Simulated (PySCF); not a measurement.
## Run report: SiH5O4 (charge −1), NMR shielding calculation

SiH5O4, charge −1, SMILES O[SiH-](O)(O)O, computed with GIAO PBE0/pcSseg-1 NMR shielding, non-relativistic, gas phase (PySCF 2.14.0).

The geometry comes from this level: PBE0-D3(BJ)/ma-def2-SVP. Figures and captions count atoms from 1; the log counts them from 0 in places.

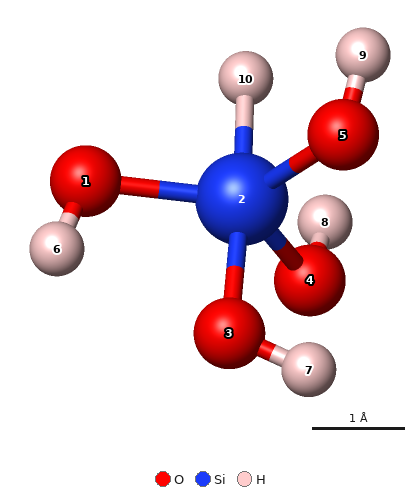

Figure 1. The structure as given in the input (ball-and-stick view, seen at a tilt; atoms are numbered from 1 in the order of the input).

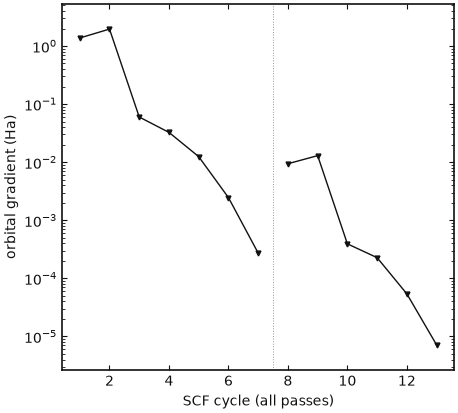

Figure 2. Convergence of the self-consistent field: orbital gradient against the SCF cycle. The dotted line marks the change from a coarse to the final integration grid. The first 7 cycles use a coarse grid, the final grid takes over at cycle 8, and the field converges after 13 cycles in all.

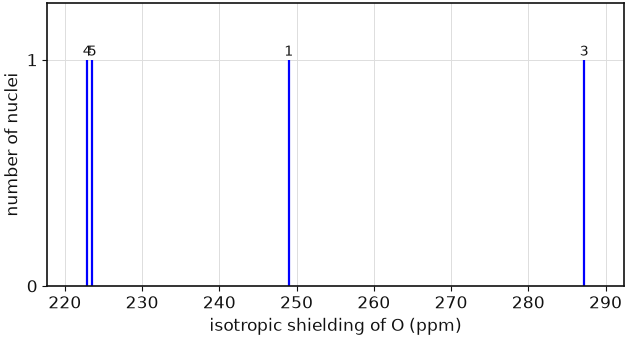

Figure 3. Isotropic shieldings of the oxygen nuclei in this fixed geometry, labelled by atom number; shielding grows to the right, so chemical shift grows to the left. The least shielded is O4 (222.9 ppm), the most shielded O3 (287.2 ppm).

The input that produced these results follows, with the program's output.

Input file:
```
{"job": {"kind": "nmr", "xc": "PBE0", "basis": "pcSseg-1", "pop": false}, "charge": -1, "multiplicity": 1}
O     -0.011299     1.383876    -1.291549
Si     0.157887     0.000505    -0.280306
O     -0.814893     0.825376     0.940252
O     -0.955901    -1.333446    -0.319016
O      1.479955    -0.177459     0.832871
H     -0.545536     2.015380    -0.795465
H     -0.924146     0.258074     1.706546
H     -0.612252    -1.949392    -0.970848
H      2.179045    -0.622900     0.347822
H      1.016757    -0.677864    -1.421829
```

The first line tells a small driver script what to run in PySCF; the rest is the geometry in Å.

Run as:
```bash
OMP_NUM_THREADS=1 python <driver script> task.json out
```

Output:
```
coarse grid: 9072 points
cycle   1  E = -592.6995619030  dE =  5.293e-01  |g| = 1.375e+00  |ddm| = 2.764e+00
cycle   2  E = -592.3566130725  dE =  3.429e-01  |g| = 1.956e+00  |ddm| = 2.381e+00
cycle   3  E = -593.0382061746  dE = -6.816e-01  |g| = 5.995e-02  |ddm| = 1.475e+00
cycle   4  E = -593.0388188093  dE = -6.126e-04  |g| = 3.259e-02  |ddm| = 7.129e-02
cycle   5  E = -593.0389947965  dE = -1.760e-04  |g| = 1.246e-02  |ddm| = 2.960e-02
cycle   6  E = -593.0390200804  dE = -2.528e-05  |g| = 2.457e-03  |ddm| = 8.858e-03
cycle   7  E = -593.0390212182  dE = -1.138e-06  |g| = 2.726e-04  |ddm| = 2.405e-03
final grid: 83624 points
cycle   8  E = -593.1047438174  dE = -1.993e-05  |g| = 9.404e-03  |ddm| = 1.381e-02
cycle   9  E = -593.1047301342  dE =  1.368e-05  |g| = 1.297e-02  |ddm| = 1.251e-02
cycle  10  E = -593.1047577523  dE = -2.762e-05  |g| = 3.927e-04  |ddm| = 7.584e-03
cycle  11  E = -593.1047577714  dE = -1.904e-08  |g| = 2.271e-04  |ddm| = 4.097e-04
cycle  12  E = -593.1047577798  dE = -8.399e-09  |g| = 5.406e-05  |ddm| = 1.631e-04
cycle  13  E = -593.1047577803  dE = -5.043e-10  |g| = 7.148e-06  |ddm| = 4.479e-05
converged SCF energy = -593.1047577803

GIAO shielding tensors (ppm)
atom      isotropic    diamagn.    paramagn.     s11        s22        s33       span
  0 O      248.995     392.036    -143.041    201.620    240.769    304.595    102.975
  1 Si     457.886     873.116    -415.230    354.889    504.545    514.223    159.333
  2 O      287.236     393.607    -106.371    253.158    283.915    324.634     71.476
  3 O      222.896     392.182    -169.286    155.545    219.391    293.751    138.206
  4 O      223.548     392.071    -168.524    156.757    219.881    294.005    137.248
  5 H       30.438      33.143      -2.705     22.299     29.009     40.007     17.709
  6 H       32.202      34.494      -2.293     24.975     28.153     43.478     18.503
  7 H       31.977      33.553      -1.576     26.136     27.426     42.369     16.233
  8 H       31.974      33.500      -1.526     26.123     27.425     42.373     16.249
  9 H       26.962      31.491      -4.529     24.153     24.980     31.752      7.598
```

Key numbers:

| quantity | value |
| --- | --- |
| outcome | converged |
| total energy | −593.104758 hartree |
| HOMO | −2.04 eV |
| LUMO | 6.32 eV |
| isotropic shielding, O | 222.9 to 287.2 ppm |
| isotropic shielding, Si | 457.9 ppm |
| isotropic shielding, H | 27.0 to 32.2 ppm |
| hardware | 1 CPU thread, shared host |
| wall time | 3.3 s |
| peak memory | 0.58 GiB |
